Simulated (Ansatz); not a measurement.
**Run report: GaN$_{2}$H$_{9}$, geometry relaxation (part 3 of 3)**

The same run, continued: GaN$_{2}$H$_{9}$; RKS PBE0-D4/def2-TZVP (Ansatz 0.2.0). The geometry is a transition state displaced along its imaginary mode. The reaction was set up to form Ga1–N6, H5–N8 and H2–H7 and to break Ga1–H2, H5–N6 and H7–N8 (atoms counted from 1 in the order of the input); sticks are drawn by distance alone.

Geometry of the input (Å):
```
Ga -0.9987  0.5326  -1.0941
H  0.6291  0.5959  -1.3199
H  -1.5232  -0.5056  -2.1782
H  -1.4853  2.0432  -1.0683
H  0.5754  -0.4528  0.9584
N  -1.0755  -0.2739  0.7226
H  1.3039  0.0718  -0.2947
N  1.5691  -0.3184  0.5625
H  -1.5647  0.3357  1.3742
H  -1.6284  -1.1291  0.7142
H  2.1277  0.3069  1.1418
H  2.0707  -1.2064  0.4815
```

Trajectory as extended XYZ, continued
```
12
Properties=species:S:1:pos:R:3:forces:R:3 step=25 energy=-55496.13722
Ga   -1.0492    0.6342   -1.3024    0.0074  -0.0059  -0.0122
H     0.3961    1.3089   -1.3118   -0.0068   0.0061  -0.0057
H    -1.1697   -0.7461   -2.0718    0.0017   0.0125  -0.0018
H    -2.2920    1.6127   -1.3066    0.0099  -0.0121   0.0011
H    -0.1018   -0.3712    0.9063    0.0013  -0.0071   0.0055
N    -1.0644   -0.0686    0.6863   -0.0035   0.0081  -0.0109
H     1.8232    0.0463   -0.1335    0.0070  -0.0184   0.0201
N     1.8257   -0.5670    0.6783    0.0410  -0.0104  -0.0047
H    -1.3400    0.6556    1.3377   -0.0008   0.0128   0.0193
H    -1.6984   -0.8497    0.7976   -0.0093  -0.0157   0.0087
H     2.4890   -0.1884    1.3448   -0.0274  -0.0219  -0.0351
H     2.1816   -1.4668    0.3750   -0.0205   0.0520   0.0157
12
Properties=species:S:1:pos:R:3:forces:R:3 step=26 energy=-55496.13272 accepted=F
Ga   -1.0248    0.6245   -1.2869   -0.0395   0.0411  -0.1177
H     0.3553    1.4430   -1.2562   -0.1113  -0.0770   0.0093
H    -0.9777   -0.7830   -2.0426    0.0000   0.1468   0.1026
H    -2.3650    1.4836   -1.3789    0.1483  -0.1009   0.0171
H    -0.1103   -0.3505    0.9332   -0.0158   0.0073   0.0023
N    -1.0681   -0.0300    0.7152    0.0172  -0.0172  -0.0290
H     1.8237    0.0761   -0.1264    0.0216  -0.1395   0.1397
N     1.8051   -0.5907    0.6467    0.2651  -0.0659  -0.0080
H    -1.3251    0.7138    1.3523    0.0065   0.0059   0.0053
H    -1.7192   -0.7946    0.8437   -0.0052  -0.0089   0.0089
H     2.5080   -0.2978    1.3253   -0.2067  -0.0959  -0.2364
H     2.0982   -1.4944    0.2746   -0.0802   0.3042   0.1058
12
Properties=species:S:1:pos:R:3:forces:R:3 step=27 energy=-55496.13036 accepted=F
Ga   -1.0356    0.6262   -1.3008   -0.0746   0.0751  -0.0257
H     0.3785    1.3594   -1.3338    0.0178  -0.0493   0.0575
H    -1.1371   -0.7418   -2.0919    0.0255  -0.0299   0.0473
H    -2.2984    1.5769   -1.3090   -0.0361   0.0070   0.0027
H    -0.1261   -0.3888    0.9214    0.0021   0.0606  -0.0312
N    -1.0820   -0.0659    0.7006    0.0701  -0.0603   0.0453
H     1.8890    0.0442   -0.1535   -0.0585   0.0000   0.0173
N     1.8323   -0.5584    0.6631   -0.0936   0.0724  -0.0285
H    -1.3376    0.6638    1.3579    0.0109  -0.0422  -0.0873
H    -1.7297   -0.8372    0.8215    0.0195   0.0669  -0.0338
H     2.4910   -0.2063    1.3431    0.0690   0.0455   0.0888
H     2.1559   -1.4722    0.3813    0.0479  -0.1456  -0.0524
12
Properties=species:S:1:pos:R:3:forces:R:3 step=28 energy=-55496.13782
Ga   -1.0434    0.6332   -1.3027   -0.0088   0.0000   0.0106
H     0.3887    1.3342   -1.3026   -0.0039   0.0023  -0.0040
H    -1.1358   -0.7503   -2.0692    0.0052   0.0054  -0.0013
H    -2.3047    1.5871   -1.3140    0.0057  -0.0035  -0.0087
H    -0.1063   -0.3708    0.9103   -0.0016   0.0047   0.0031
N    -1.0670   -0.0622    0.6903    0.0017  -0.0097   0.0058
H     1.8278    0.0474   -0.1350   -0.0024   0.0022  -0.0021
N     1.8234   -0.5693    0.6732    0.0029   0.0016   0.0023
H    -1.3362    0.6658    1.3412    0.0032  -0.0020  -0.0042
H    -1.7059   -0.8394    0.8064    0.0006   0.0059   0.0008
H     2.4944   -0.2046    1.3381   -0.0016  -0.0017   0.0009
H     2.1652   -1.4711    0.3640   -0.0012  -0.0051  -0.0031
12
Properties=species:S:1:pos:R:3:forces:R:3 step=29 energy=-55496.13857
Ga   -1.0338    0.6316   -1.2947   -0.0108   0.0099  -0.0210
H     0.3647    1.3995   -1.2747   -0.0151  -0.0120   0.0122
H    -1.0404   -0.7622   -2.0521    0.0017   0.0160   0.0209
H    -2.3375    1.5276   -1.3579    0.0236  -0.0232   0.0105
H    -0.1119   -0.3641    0.9237   -0.0057   0.0148  -0.0054
N    -1.0699   -0.0458    0.7051   -0.0088  -0.0100   0.0091
H     1.8261    0.0546   -0.1344   -0.0038   0.0026  -0.0024
N     1.8149   -0.5813    0.6585    0.0176  -0.0021   0.0134
H    -1.3278    0.6914    1.3510    0.0076  -0.0175  -0.0183
H    -1.7175   -0.8149    0.8311    0.0124   0.0248  -0.0072
H     2.5055   -0.2524    1.3225   -0.0137  -0.0041  -0.0083
H     2.1276   -1.4840    0.3217   -0.0051   0.0009  -0.0034
12
Properties=species:S:1:pos:R:3:forces:R:3 step=30 energy=-55496.13865
Ga   -1.0253    0.6297   -1.2932   -0.0170   0.0045  -0.0036
H     0.3506    1.4408   -1.2474   -0.0435  -0.0271  -0.0074
H    -0.9759   -0.7757   -2.0340    0.0023   0.0575   0.0272
H    -2.3596    1.4818   -1.3777    0.0557  -0.0360  -0.0036
H    -0.1151   -0.3553    0.9301   -0.0077   0.0143  -0.0090
N    -1.0714   -0.0321    0.7111   -0.0076  -0.0163   0.0229
H     1.8278    0.0647   -0.1326   -0.0026  -0.0222   0.0218
N     1.8077   -0.5886    0.6468    0.0678  -0.0152   0.0159
H    -1.3233    0.7116    1.3519    0.0068  -0.0187  -0.0214
H    -1.7240   -0.7960    0.8435    0.0136   0.0253  -0.0080
H     2.5104   -0.2895    1.3140   -0.0491  -0.0200  -0.0479
H     2.0984   -1.4914    0.2875   -0.0189   0.0540   0.0130
12
Properties=species:S:1:pos:R:3:forces:R:3 step=31 energy=-55496.13902
Ga   -1.0271    0.6298   -1.2931   -0.0114   0.0036  -0.0094
H     0.3528    1.4314   -1.2564   -0.0248  -0.0151   0.0033
H    -0.9885   -0.7715   -2.0375    0.0019   0.0278   0.0183
H    -2.3545    1.4889   -1.3736    0.0305  -0.0195  -0.0001
H    -0.1132   -0.3548    0.9290   -0.0043   0.0066  -0.0021
N    -1.0703   -0.0345    0.7099   -0.0013  -0.0078   0.0099
H     1.8239    0.0654   -0.1281    0.0008  -0.0120   0.0072
N     1.8089   -0.5876    0.6512    0.0367  -0.0050   0.0101
H    -1.3247    0.7076    1.3510    0.0037  -0.0094  -0.0122
H    -1.7207   -0.8001    0.8408    0.0070   0.0145  -0.0059
H     2.5121   -0.2859    1.3155   -0.0271  -0.0100  -0.0223
H     2.1014   -1.4888    0.2913   -0.0118   0.0263   0.0031
12
Properties=species:S:1:pos:R:3:forces:R:3 step=32 energy=-55496.13930
Ga   -1.0252    0.6283   -1.2911   -0.0004   0.0016  -0.0021
H     0.3483    1.4362   -1.2484   -0.0012   0.0005  -0.0002
H    -0.9745   -0.7731   -2.0296    0.0020   0.0001   0.0010
H    -2.3547    1.4784   -1.3810    0.0003  -0.0013  -0.0003
H    -0.1142   -0.3515    0.9310    0.0017   0.0001   0.0006
N    -1.0711   -0.0317    0.7118   -0.0013  -0.0012   0.0018
H     1.8240    0.0701   -0.1262   -0.0007   0.0006  -0.0017
N     1.8079   -0.5883    0.6481    0.0012   0.0000   0.0021
H    -1.3255    0.7119    1.3506    0.0007  -0.0001  -0.0002
H    -1.7220   -0.7962    0.8429    0.0007   0.0010   0.0001
H     2.5142   -0.2963    1.3122   -0.0005  -0.0007   0.0010
H     2.0929   -1.4877    0.2797   -0.0025  -0.0006  -0.0020
12
Properties=species:S:1:pos:R:3:forces:R:3 step=33 energy=-55496.13949
Ga   -1.0196    0.6264   -1.2875   -0.0013   0.0026  -0.0124
H     0.3369    1.4621   -1.2382    0.0001  -0.0008   0.0059
H    -0.9314   -0.7776   -2.0177    0.0008  -0.0022   0.0034
H    -2.3651    1.4479   -1.3981   -0.0017  -0.0004   0.0021
H    -0.1159   -0.3455    0.9370    0.0051  -0.0054   0.0049
N    -1.0719   -0.0237    0.7178    0.0007   0.0064  -0.0053
H     1.8216    0.0784   -0.1208    0.0044  -0.0037   0.0025
N     1.8034   -0.5929    0.6424    0.0065  -0.0061  -0.0012
H    -1.3235    0.7237    1.3531   -0.0010   0.0024   0.0029
H    -1.7255   -0.7853    0.8523   -0.0009  -0.0039   0.0007
H     2.5204   -0.3234    1.3048   -0.0079  -0.0043  -0.0090
H     2.0707   -1.4902    0.2549   -0.0048   0.0153   0.0055
12
Properties=species:S:1:pos:R:3:forces:R:3 step=34 energy=-55496.13947 accepted=F
Ga   -1.0097    0.6231   -1.2826   -0.0017  -0.0002  -0.0136
H     0.3160    1.5074   -1.2127   -0.0168  -0.0079  -0.0028
H    -0.8528   -0.7878   -1.9930   -0.0038   0.0222   0.0104
H    -2.3852    1.3911   -1.4282    0.0227  -0.0121   0.0012
H    -0.1186   -0.3339    0.9474    0.0102  -0.0061   0.0042
N    -1.0732   -0.0087    0.7275   -0.0088   0.0105  -0.0061
H     1.8257    0.0948   -0.1139    0.0077  -0.0265   0.0265
N     1.7947   -0.5984    0.6297    0.0588  -0.0380  -0.0019
H    -1.3200    0.7457    1.3563   -0.0015   0.0006   0.0028
H    -1.7312   -0.7653    0.8679   -0.0005  -0.0061   0.0035
H     2.5299   -0.3746    1.2915   -0.0532  -0.0192  -0.0596
H     2.0246   -1.4935    0.2100   -0.0131   0.0828   0.0355
12
Properties=species:S:1:pos:R:3:forces:R:3 step=35 energy=-55496.13964
Ga   -1.0149    0.6251   -1.2856   -0.0007   0.0006  -0.0049
H     0.3258    1.4856   -1.2254   -0.0045  -0.0029  -0.0001
H    -0.8930   -0.7828   -2.0050    0.0003   0.0058   0.0024
H    -2.3754    1.4198   -1.4125    0.0045  -0.0035  -0.0003
H    -0.1167   -0.3392    0.9421    0.0041  -0.0032   0.0012
N    -1.0723   -0.0162    0.7222   -0.0028   0.0062  -0.0016
H     1.8260    0.0857   -0.1183    0.0020  -0.0068   0.0075
N     1.7989   -0.5954    0.6359    0.0153  -0.0090  -0.0001
H    -1.3222    0.7344    1.3545   -0.0010   0.0005   0.0017
H    -1.7275   -0.7759    0.8596    0.0000  -0.0027   0.0014
H     2.5242   -0.3489    1.2985   -0.0127  -0.0055  -0.0149
H     2.0472   -1.4921    0.2340   -0.0044   0.0205   0.0078
12
Properties=species:S:1:pos:R:3:forces:R:3 step=36 energy=-55496.13967
Ga   -1.0098    0.6226   -1.2825   -0.0008   0.0035  -0.0115
H     0.3122    1.5112   -1.2135   -0.0068  -0.0053   0.0000
H    -0.8496   -0.7871   -1.9925   -0.0013   0.0103   0.0080
H    -2.3859    1.3870   -1.4306    0.0088  -0.0061   0.0020
H    -0.1180   -0.3314    0.9484    0.0016  -0.0043   0.0028
N    -1.0732   -0.0074    0.7283   -0.0006   0.0059  -0.0061
H     1.8288    0.0954   -0.1118    0.0046  -0.0142   0.0149
N     1.7949   -0.5994    0.6297    0.0275  -0.0174  -0.0017
H    -1.3212    0.7470    1.3568   -0.0008   0.0001   0.0012
H    -1.7302   -0.7649    0.8690    0.0008  -0.0043   0.0035
H     2.5304   -0.3802    1.2913   -0.0267  -0.0096  -0.0311
H     2.0217   -1.4930    0.2076   -0.0064   0.0415   0.0182
12
Properties=species:S:1:pos:R:3:forces:R:3 step=37 energy=-55496.13972
Ga   -1.0105    0.6234   -1.2838   -0.0014  -0.0028  -0.0012
H     0.3141    1.5078   -1.2161   -0.0058  -0.0019  -0.0015
H    -0.8550   -0.7874   -1.9915   -0.0004   0.0066  -0.0003
H    -2.3854    1.3900   -1.4276    0.0069  -0.0024  -0.0016
H    -0.1174   -0.3316    0.9471    0.0003  -0.0026   0.0019
N    -1.0728   -0.0082    0.7268   -0.0008   0.0060   0.0001
H     1.8299    0.0964   -0.1101    0.0024  -0.0066   0.0061
N     1.7951   -0.5985    0.6309    0.0117  -0.0070  -0.0002
H    -1.3216    0.7456    1.3557   -0.0003  -0.0010   0.0016
H    -1.7289   -0.7665    0.8673    0.0012  -0.0016   0.0012
H     2.5300   -0.3797    1.2925   -0.0110  -0.0040  -0.0128
H     2.0225   -1.4914    0.2089   -0.0027   0.0172   0.0067
12
Properties=species:S:1:pos:R:3:forces:R:3 step=38 energy=-55496.13973
Ga   -1.0120    0.6224   -1.2841    0.0028   0.0041  -0.0045
H     0.3135    1.5048   -1.2192    0.0008   0.0001   0.0018
H    -0.8604   -0.7864   -1.9956   -0.0004  -0.0020   0.0032
H    -2.3840    1.3932   -1.4280   -0.0013  -0.0019   0.0030
H    -0.1165   -0.3317    0.9478    0.0015   0.0014  -0.0023
N    -1.0722   -0.0090    0.7270   -0.0044   0.0000  -0.0019
H     1.8335    0.0979   -0.1084   -0.0026   0.0021  -0.0032
N     1.7956   -0.5972    0.6319   -0.0053   0.0045   0.0024
H    -1.3217    0.7443    1.3563   -0.0002  -0.0004  -0.0009
H    -1.7273   -0.7682    0.8680    0.0004   0.0006   0.0008
H     2.5296   -0.3805    1.2943    0.0068   0.0022   0.0078
H     2.0221   -1.4896    0.2100    0.0019  -0.0105  -0.0064
12
Properties=species:S:1:pos:R:3:forces:R:3 step=39 energy=-55496.13974
Ga   -1.0113    0.6228   -1.2844   -0.0002   0.0000  -0.0001
H     0.3128    1.5071   -1.2180    0.0000   0.0000   0.0002
H    -0.8572   -0.7869   -1.9934    0.0005  -0.0002   0.0002
H    -2.3851    1.3905   -1.4282   -0.0002  -0.0002  -0.0001
H    -0.1168   -0.3308    0.9475   -0.0011   0.0002  -0.0001
N    -1.0724   -0.0081    0.7268    0.0006   0.0007   0.0004
H     1.8321    0.0978   -0.1079    0.0001  -0.0001   0.0003
N     1.7955   -0.5982    0.6318    0.0004   0.0000  -0.0006
H    -1.3219    0.7454    1.3559    0.0000   0.0000   0.0000
H    -1.7276   -0.7672    0.8681    0.0001  -0.0002  -0.0002
H     2.5305   -0.3820    1.2937    0.0000  -0.0002  -0.0001
H     2.0216   -1.4902    0.2082   -0.0001   0.0000   0.0000
12
Properties=species:S:1:pos:R:3:forces:R:3 step=40 energy=-55496.13975
Ga   -1.0102    0.6224   -1.2838    0.0003  -0.0005   0.0011
H     0.3095    1.5131   -1.2150   -0.0007   0.0001  -0.0008
H    -0.8468   -0.7881   -1.9897    0.0000   0.0009  -0.0002
H    -2.3877    1.3825   -1.4324    0.0010  -0.0006  -0.0003
H    -0.1171   -0.3287    0.9490   -0.0012   0.0006  -0.0008
N    -1.0727   -0.0059    0.7281    0.0003   0.0001   0.0011
H     1.8337    0.1002   -0.1064   -0.0002  -0.0016   0.0021
N     1.7945   -0.5990    0.6301    0.0037  -0.0014  -0.0004
H    -1.3220    0.7484    1.3563    0.0001  -0.0002  -0.0001
H    -1.7280   -0.7647    0.8701    0.0001   0.0000  -0.0001
H     2.5317   -0.3900    1.2920   -0.0027  -0.0010  -0.0032
H     2.0152   -1.4902    0.2017   -0.0006   0.0037   0.0017
```

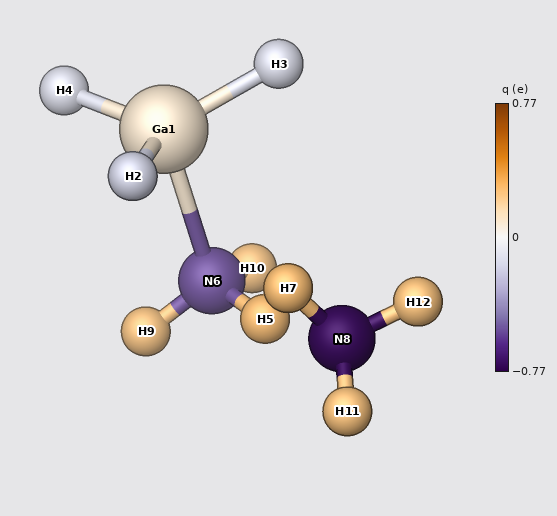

Fig. 1: Mulliken charges, as the colour of each atom (ball-and-stick view, seen at a tilt; atoms are numbered from 1 in the order of the input). By element: Ga +0.09, H −0.16 to +0.29 and N −0.73 to −0.55 e.
